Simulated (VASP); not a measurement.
Band structure of MoTe₂ (2H layered). All values below come from r2SCAN+rVV10, VASP's PBE PAW potentials (set 64) (plane waves; VASP).

The path is coarsely sampled, so an indirect gap can come out somewhat too large. Unless said otherwise, spin-orbit coupling is left out, though it shifts the bands of the heavy elements here.

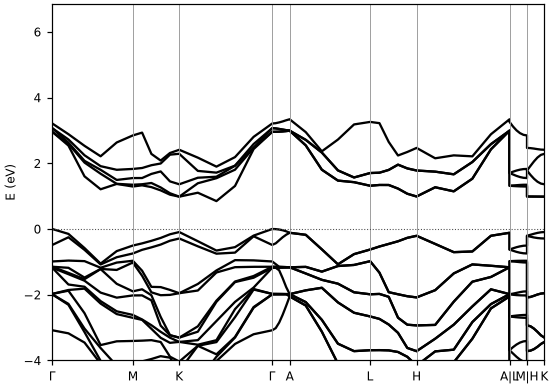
*Bands along high-symmetry lines, zero at the valence-band maximum or, without a gap, the Fermi level*

Read the plot: is there a gap, and where are the band edges?

The gap is indirect, 0.85 eV, from the valence maximum at Γ to the conduction minimum at K-Γ at 0.40.

The compound is MoTe2 in the 2H layered structure. It was relaxed first.
